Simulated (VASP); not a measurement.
Band structure of TiSe2 (1T layered). All values below come from AM05 GGA, VASP's PBE PAW potentials (set 64) (plane waves; VASP).

Without a dispersion term in the relaxation, distances and binding between the weakly bound layers, chains or molecules are unreliable, and so is what depends on them.

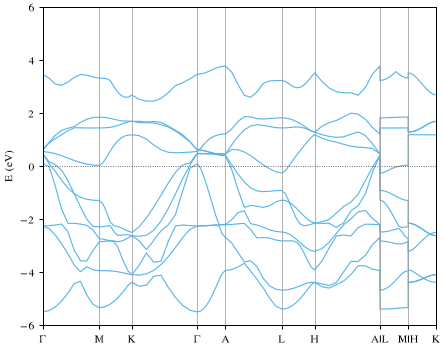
Bands along high-symmetry lines, zero at the valence-band maximum or, without a gap, the Fermi level

Q: Read the plot: is there a gap, and where are the band edges?

A: It has no gap at this level: it comes out as a metal or semimetal. (Edges off the drawn lines would not show.)

The compound is TiSe2 in the 1T layered structure. It was relaxed first.
